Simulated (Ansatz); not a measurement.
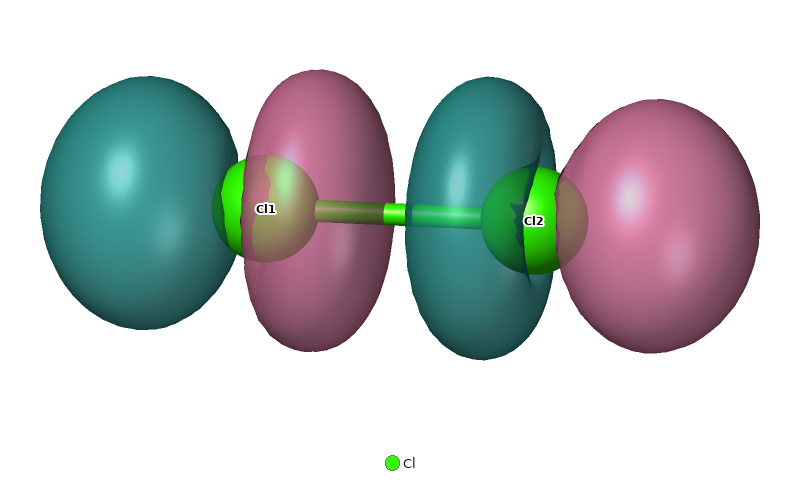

*Cl2 (SMILES ClCl). The LUMO at ±0.15 Å⁻³ᐟ² (teal and pink are the two phases), seen from one side.*

Geometry: PBE0-D4/def2-TZVP.

Theory: Ansatz 0.2.0, RKS PBE0-D4/def2-TZVPP.

> Describe this orbital and give its energy.

It lies mainly on Cl1 (about 50 %) and Cl2 (about 50 %); it is of σ type; it is ungerade (odd under inversion). Its energy is −3.00 eV.
